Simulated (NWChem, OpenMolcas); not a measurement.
## A ladder of methods for CH6Sn (SMILES [CH3][SnH3])

The species is CH6Sn (8 atoms), meant as a singlet with charge 0. As SMILES, `[CH3][SnH3]`. The shape is that of a PBE0-D4/def2-TZVP optimisation.

Quantity: the dipole moment, in D. The values are calculated.

```tsv
level	kind	program	value (D)	CPU time
HF/def2-SVP (core potential)	Hartree–Fock	NWChem	0.73	12 s
SVWN5/def2-SVP (core potential)	LDA	OpenMolcas	0.82	17 s
BLYP/def2-SVP (core potential)	GGA	OpenMolcas	0.84	25 s
PBE/def2-SVP (core potential)	GGA	NWChem	0.82	32 s
revPBE/def2-SVP (core potential)	GGA	OpenMolcas	0.82	24 s
TPSS/def2-SVP (core potential)	meta-GGA	OpenMolcas	0.86	31 s
r2SCAN/def2-SVP (core potential)	meta-GGA	OpenMolcas	0.80	29 s
BHLYP/def2-SVP (core potential)	global hybrid	OpenMolcas	0.75	21 s
```

The values span 0.73 to 0.86 D. Magnitudes only. Times are those of the runs behind each value, whatever else they computed, on shared processors of several kinds: orders of magnitude only.

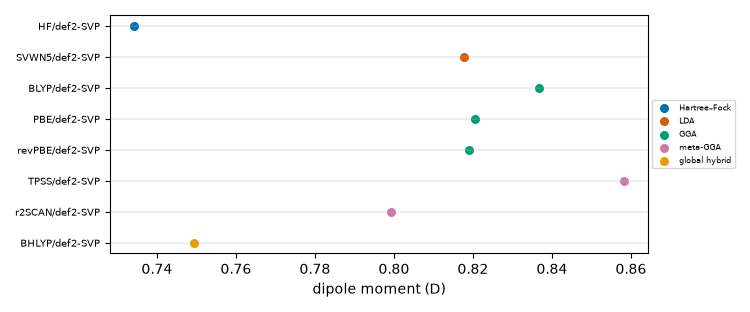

The values of the table, level by level.
